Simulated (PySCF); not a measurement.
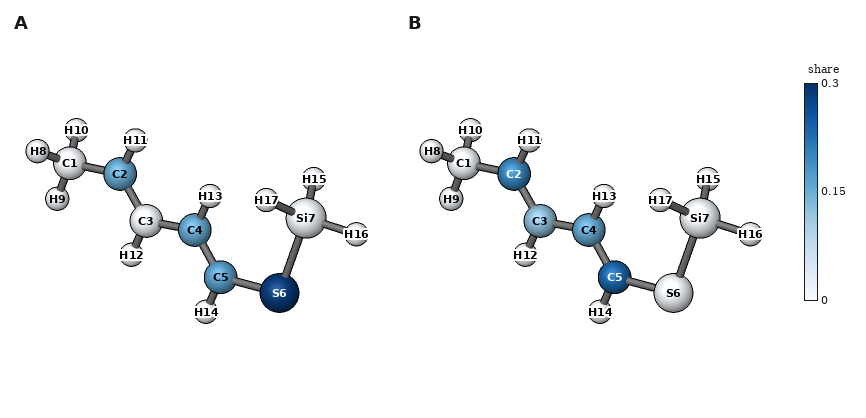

Each panel colours the atoms by their Löwdin share in one orbital (up to four of the largest shares; other atoms are shown as zero). Computed geometry: GFN2-xTB optimisation. No frequency run is at hand to confirm it as a minimum. Level of theory: CAM-B3LYP/def2-SVPD (PySCF 2.14.0).

**The panels show the HOMO, LUMO, in some order. Which is which?**

A: HOMO, −7.06 eV; S6 0.29, C5 0.17, C2 0.15, C4 0.15
B: LUMO, 0.35 eV; C5 0.23, C2 0.20, C4 0.16, C3 0.12

The geometry is semi-empirical. Around Si such bond lengths and angles can be off by a tenth of an ångström or more and by several degrees, and values that hang on the shape move with them.
